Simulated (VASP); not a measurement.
**What spin-orbit coupling changes in Si2W**

What does spin-orbit coupling change in Si2W, and what does it cost? All runs use PBEsol. Left out of this account: 1 further run (fields: a reference on another mesh). The start is a cell from a database of measured crystal structures.

Program: VASP 6.6.1. Level of theory: PBEsol; plane waves and PAW (Si, W), in the first sound run; inputs show where later runs differ. Results are calculated unless marked as measured.

## Step 1: Starting point

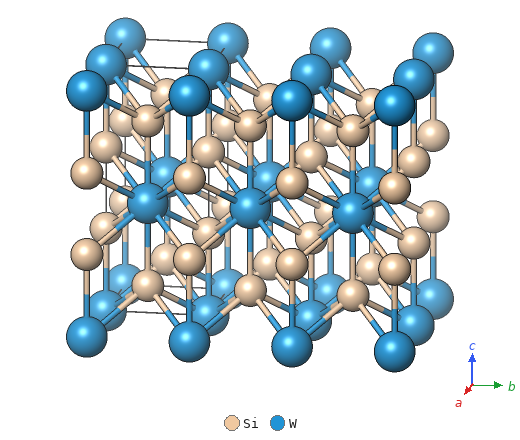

Start, viewed slightly off an axis; silicon light orange, tungsten blue. 2×3×1 cells are drawn. This picture shows the conventional cell, with its axes. Some periodic images of atoms are drawn too.

Coordinates:

```cif
data_structure
_symmetry_space_group_name_H-M 'I4/mmm'
_symmetry_Int_Tables_number 139
_cell_length_a 3.2138
_cell_length_b 3.2138
_cell_length_c 7.8299
_cell_angle_alpha 90.000
_cell_angle_beta 90.000
_cell_angle_gamma 90.000
_cell_volume 80.87
loop_
_atom_site_label
_atom_site_type_symbol
_atom_site_symmetry_multiplicity
_atom_site_Wyckoff_symbol
_atom_site_fract_x
_atom_site_fract_y
_atom_site_fract_z
_atom_site_occupancy
Si1 Si 4 e 0.50000 0.50000 0.83470 1
W1 W 2 a 0.00000 0.00000 0.00000 1
```

## Step 2: Bands along the symmetry lines (PBEsol)

Levels along the symmetry lines show where the bands peak and cross; KPOINTS_OPT computes them in the converged potential. PBEsol restores the gradient expansion of exchange and is tuned for the cells of solids.

Input file INCAR:

```
SYSTEM = Si2W
PREC = Accurate
ENCUT = 400
EDIFF = 1E-06
NELM = 100
ISMEAR = -1
SIGMA = 0.05
LREAL = .FALSE.
ALGO = Normal
GGA = PS
NBANDS = 20
LASPH = .TRUE.
LORBIT = 11
LWAVE = .FALSE.
LCHARG = .FALSE.
KPAR = 4
```

Input file POSCAR:

```
Si2W
1.0
    0.0000000000     -3.2138000000      0.0000000000
   -3.2138000000      0.0000000000      0.0000000000
    1.6069000000     -1.6069000000     -3.9149500000
Si W
2 1
Direct
    0.3347000000      0.6653000000      0.3306000000
    0.6653000000      0.3347000000      0.6694000000
    0.0000000000      0.0000000000      0.0000000000
```

Input file KPOINTS:

```
Automatic mesh
0
Gamma
9 9 9
0 0 0
```

Input file KPOINTS_OPT:

```
Line mode
16
Line-mode
Reciprocal
  0.00000000   0.00000000   0.00000000 GAMMA
  0.50000000  -0.50000000   0.50000000 X

  0.50000000  -0.50000000   0.50000000 X
  0.58423552  -0.41576448   0.50000000 Y

  0.58423552  -0.41576448   0.50000000 Y
  0.58423552   0.00000000   0.29211776 S

  0.58423552   0.00000000   0.29211776 S
  0.00000000   0.00000000   0.00000000 GAMMA

  0.00000000   0.00000000   0.00000000 GAMMA
  0.00000000   0.00000000  -0.50000000 Z

  0.00000000   0.00000000  -0.50000000 Z
  0.41576448   0.00000000  -0.29211776 S1

  0.41576448   0.00000000  -0.29211776 S1
  0.50000000   0.00000000   0.00000000 N

  0.50000000   0.00000000   0.00000000 N
  0.50000000  -0.50000000   0.25000000 P

  0.50000000  -0.50000000   0.25000000 P
  0.41576448  -0.41576448  -0.08423552 Y1

  0.41576448  -0.41576448  -0.08423552 Y1
  0.00000000   0.00000000  -0.50000000 Z

  0.50000000  -0.50000000   0.50000000 X
  0.50000000  -0.50000000   0.25000000 P
```

The projector-augmented-wave data sets are Si and W (PBE family, release 64).

Command:

```
$ mpirun -np 4 vasp_std
```

Log:

```text
[banner, memory and clock lines left out]
running    4 mpi-ranks, on    1 nodes
 distrk:  each k-point on    1 cores,    4 groups
 distr:  one band on    1 cores,    1 groups

 POSCAR found type information on POSCAR SiW
 POSCAR found :  2 types and       3 ions
|                                                                             |
|               ----> ADVICE to this user running VASP <----                  |
|                                                                             |
|     You enforced a specific xc type in the INCAR file but a different       |
|     [... a line on the potential file left out ...]
|     I HOPE YOU KNOW WHAT YOU ARE DOING!                                     |
|                                                                             |

 LDA part: xc-table for (Slater+PW92), standard interpolation
 POSCAR, INCAR and KPOINTS ok, starting setup
 FFT: planning ... GRIDC
 FFT: planning ... GRID_SOFT
 FFT: planning ... GRID
 WAVECAR not read
 entering main loop
       N       E                     dE             d eps       ncg     rms          rms(c)
DAV:   1     0.140872619180E+02    0.14087E+02   -0.47016E+03  3032   0.487E+02
DAV:   2    -0.262128312550E+02   -0.40300E+02   -0.37053E+02  3616   0.121E+02
DAV:   3    -0.276118579491E+02   -0.13990E+01   -0.13770E+01  3820   0.177E+01
DAV:   4    -0.276190789557E+02   -0.72210E-02   -0.72182E-02  3540   0.166E+00
DAV:   5    -0.276191310707E+02   -0.52115E-04   -0.52113E-04  3792   0.132E-01    0.264E+01
DAV:   6    -0.268662041207E+02    0.75293E+00   -0.10011E+00  4316   0.594E+00    0.109E+01
DAV:   7    -0.267455497064E+02    0.12065E+00   -0.17733E-01  3292   0.217E+00    0.572E+00
DAV:   8    -0.267210885689E+02    0.24461E-01   -0.37035E-02  3528   0.102E+00    0.632E-01
DAV:   9    -0.267207157312E+02    0.37284E-03   -0.17034E-03  3320   0.223E-01    0.388E-01
DAV:  10    -0.267206831804E+02    0.32551E-04   -0.20969E-04  3628   0.660E-02    0.944E-02
DAV:  11    -0.267206499992E+02    0.33181E-04   -0.49526E-05  3396   0.351E-02    0.264E-02
DAV:  12    -0.267206500656E+02   -0.66339E-07   -0.20366E-06  3508   0.803E-03
   1 F= -.26720650E+02 E0= -.26719223E+02  d E =-.285334E-02
 Start KPOINTS_OPT (optional k-point list driver)
k-point batch [1-75\176]
       N       E                     dE             ncg
DAV:   1     0.882258916930E+04   -0.17315E+05     3000
DAV:   2     0.567035094434E+04   -0.31522E+04     3732
DAV:   3     0.555989592701E+04   -0.11046E+03     3808
DAV:   4     0.555932936724E+04   -0.56656E+00     3824
DAV:   5     0.555932514865E+04   -0.42186E-02     3760
DAV:   6     0.555932510258E+04   -0.46068E-04     3872
DAV:   7     0.555932510200E+04   -0.57863E-06     3284
[...]
k-point batch [151-176\176]
       N       E                     dE             ncg
DAV:   1     0.265430484979E+05   -0.87903E+04     1040
DAV:   2     0.255119422468E+05   -0.10311E+04     1308
DAV:   3     0.254776636703E+05   -0.34279E+02     1328
DAV:   4     0.254774694024E+05   -0.19427E+00     1316
DAV:   5     0.254774680467E+05   -0.13557E-02     1284
DAV:   6     0.254774680334E+05   -0.13244E-04     1344
DAV:   7     0.254774680333E+05   -0.13552E-06     1060
```

Elapsed: 20 s, on 4 MPI ranks of AMD EPYC 7R43, shared host; peak memory 0.62 GiB.

Lines that name or quote the potential files are left out of all logs, and their timing lines are given in words.

Parts of OUTCAR (step 2):

```text
ion  position               nearest neighbor table
   1  0.335  0.665  0.331-   2 2.59   3 2.62   3 2.62   3 2.62   3 2.62   3 2.62   2 2.63   2 2.63
                             2 2.63   2 2.63
   2  0.665  0.335  0.669-   1 2.59   3 2.62   3 2.62   3 2.62   3 2.62   3 2.62   1 2.63   1 2.63
                             1 2.63   1 2.63
   3  0.000  0.000  0.000-   1 2.62   2 2.62   2 2.62   1 2.62   2 2.62   1 2.62   1 2.62   2 2.62
                             1 2.62   2 2.62

  LATTYP: Found a body centered tetragonal cell.
 ALAT       =     3.2138000000
 C/A-ratio  =     2.4363370465

 Subroutine GETGRP returns: Found 16 space group operations
 (whereof 16 operations were pure point group operations)

The static configuration has the point symmetry D_4h.

 Found     75 irreducible k-points:

   k-points           NKPTS =     75   k-points in BZ     NKDIM =     75   number of bands    NBANDS=     20

   dimension x,y,z NGX =    24 NGY =   24 NGZ =   30
   dimension x,y,z NGXF=    48 NGYF=   48 NGZF=   60

   ENCUT  =  400.0 eV  29.40 Ry    5.42 a.u.   5.24  5.24  7.38*2*pi/ulx,y,z

   NELECT =      14.0000    total number of electrons

 k-points in reciprocal lattice and weights: Automatic mesh
   0.00000000  0.00000000  0.00000000       0.001
   0.11111111  0.00000000  0.00000000       0.011
   0.22222222  0.00000000 -0.00000000       0.011
   0.33333333  0.00000000  0.00000000       0.011
   0.44444444  0.00000000 -0.00000000       0.011
   0.11111111  0.11111111  0.00000000       0.005
   0.22222222  0.11111111 -0.00000000       0.022
   0.33333333  0.11111111 -0.00000000       0.022
   0.44444444  0.11111111 -0.00000000       0.022
[...]
0.00000000  0.00000000  0.44444444       0.003
  -0.11111111  0.00000000  0.44444444       0.005

 average (electrostatic) potential at core
       1 -79.0886       2 -79.0886       3 -34.6610

 E-fermi :  10.3586

 k-point     1 :       0.0000    0.0000    0.0000
  band No.  band energies     occupation
    ...
      2       3.5841      2.00000
      3       6.7149      2.00000
      4       7.0810      2.00000
      5       7.5987      2.00000
      6       7.5987      2.00000
      7      11.0339      0.00000
      8      13.2228      0.00000
      9      13.3953      0.00000
     10      13.5655      0.00000
     11      13.5655      0.00000
    ...

 k-point     2 :       0.1111    0.0000    0.0000
  band No.  band energies     occupation
    ...
      3       6.0821      2.00000
      4       7.0702      2.00000
      5       7.7552      2.00000
      6       7.8306      2.00000
      7      10.2590      1.75990
      8      12.5598      0.00000
      9      12.9580      0.00000
     10      14.0428      0.00000
     11      14.4340      0.00000
     12      15.2680      0.00000
    ...

 k-point     3 :       0.2222    0.0000   -0.0000
  band No.  band energies     occupation
    ...
      3       5.1786      2.00000
      4       6.7586      2.00000
      5       7.9894      2.00000
      6       8.1495      2.00000
      7       9.2233      2.00000
      8      11.7428      0.00000
      9      12.6270      0.00000
     10      14.9221      0.00000
     11      14.9628      0.00000
     12      15.7112      0.00000
    ...

  Total       -0.5865396     -0.5865396     -0.5301663      0.0000000      0.0000000     -0.0000000
  in kB      -23.2404232    -23.2404232    -21.0067469      0.0000000      0.0000000     -0.0000000
  external PRESSURE =     -22.4958644 kB  Pullay stress =       0.0000000 kB

  energy-cutoff  :      400.00
  volume of cell :       40.44
      direct lattice vectors                 reciprocal lattice vectors
     0.000000000 -3.213800000  0.000000000     0.000000000 -0.311158131  0.127715552
    -3.213800000  0.000000000  0.000000000    -0.311158131  0.000000000 -0.127715552
     1.606900000 -1.606900000 -3.914950000     0.000000000  0.000000000 -0.255431104

 POSITION                                       TOTAL-FORCE (eV/Angst)
 -----------------------------------------------------------------------------------
     -1.60690     -1.60690     -1.29428         0.000000     -0.000000      0.014896
      0.00000     -3.21380     -2.62067        -0.000000      0.000000     -0.014896
      0.00000      0.00000      0.00000        -0.000000      0.000000      0.000000
 -----------------------------------------------------------------------------------
    total drift:                               -0.000000      0.000000      0.000000

  FREE ENERGIE OF THE ION-ELECTRON SYSTEM (eV)
  ---------------------------------------------------
  free  energy   TOTEN  =       -26.7206500656 eV

  energy  without entropy=      -26.7177967271  energy(sigma->0) =      -26.71922340

 total charge
# of ion       s       p       d       tot
------------------------------------------
    1        0.736   0.889   0.000   1.625
    2        0.736   0.889   0.000   1.625
    3        0.558   0.674   4.518   5.750
--------------------------------------------------
tot          2.030   2.452   4.518   9.001

[... 3 further parts left out ...]
```

Spin-orbit coupling is off here; with elements this heavy it splits and shifts levels by tenths of an eV or more. The cell is typed on its shortest vectors, so the axes of tensors and the coordinates of k-points follow the printed cell and not the standard setting. The PAW data sets were made with PBE, which is usual practice but a small mismatch for other functionals. At this level the cell is under a tension of 2.2 GPa, so at these settings it is away from equilibrium. The data set W keeps the semicore shell frozen, which is cheaper and a little less accurate.

This step gave:

```yaml
scf_cycles: 12
electrons: 14
bands: 20
irreducible_k_points: 75
symmetry_operations: 16
free_energy_toten: -26.72 eV
energy_at_zero_smearing: -26.72 eV
fermi_energy: 10.36 eV
pressure: -2.250 GPa
metallic: yes
```

Electronic bands along the path, in eV, zero at the Fermi level; # counts the bands kept, so #1 is VASP's band 2:

| point | #3 | #4 | #5 | #6 | #7 | #8 | #9 | #10 |
| --- | --- | --- | --- | --- | --- | --- | --- | --- |
| Γ | -3.28 | -2.76 | -2.76 | 0.68 | 2.86 | 3.04 | 3.21 | 3.21 |
| X | -5.39 | -4.93 | -3.18 | -1.70 | 2.94 | 3.01 | 3.18 | 3.97 |
| Y | -5.05 | -3.98 | -3.04 | -2.25 | 2.09 | 2.19 | 3.09 | 5.24 |
| S | -2.99 | -2.62 | -2.39 | -0.26 | 1.86 | 2.60 | 3.64 | 4.54 |
| Γ | -3.28 | -2.76 | -2.76 | 0.68 | 2.86 | 3.04 | 3.21 | 3.21 |
| Z | -2.51 | -0.73 | -0.73 | -0.43 | -0.43 | 0.85 | 4.68 | 4.97 |
| S1 | -2.99 | -2.62 | -2.39 | -0.26 | 1.86 | 2.60 | 3.64 | 4.54 |
| N | -4.79 | -2.72 | -2.70 | -0.37 | 2.74 | 2.92 | 4.08 | 4.49 |
| P | -6.51 | -2.94 | -2.36 | -2.36 | 0.19 | 3.01 | 3.66 | 4.18 |
| Y1 | -5.05 | -3.98 | -3.04 | -2.25 | 2.09 | 2.19 | 3.09 | 5.24 |
| Z | -2.51 | -0.73 | -0.73 | -0.43 | -0.43 | 0.85 | 4.68 | 4.97 |
| jump to X | -5.39 | -4.93 | -3.18 | -1.70 | 2.94 | 3.01 | 3.18 | 3.97 |
| P | -6.51 | -2.94 | -2.36 | -2.36 | 0.19 | 3.01 | 3.66 | 4.18 |

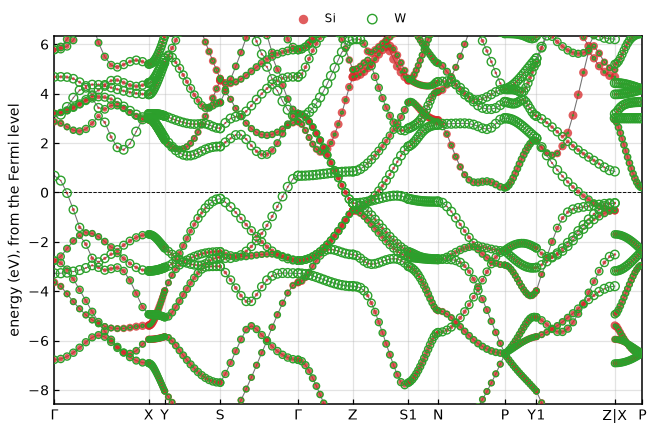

Electronic bands along the path; dots are coloured as in the legend, and their area grows with the weight.

There is no gap at this level.

(Part 1 of 4 ends here.)

[Lines on the potential files, build, host, timing and source positions are cut from VASP's logs without a mark.]

[Logs are printed without paths, hosts, clocks, repeated set-up lines and the standing remarks that a program may print on its own settings, such as how far it seeks lower states.]

[Hosts, paths, dates, database ids (printed as entryN), source tags and the programs' standing remarks are cut or masked in the printed files.]

[A measured line is paired with the nearest computed mode of its activity, which favours agreement.]
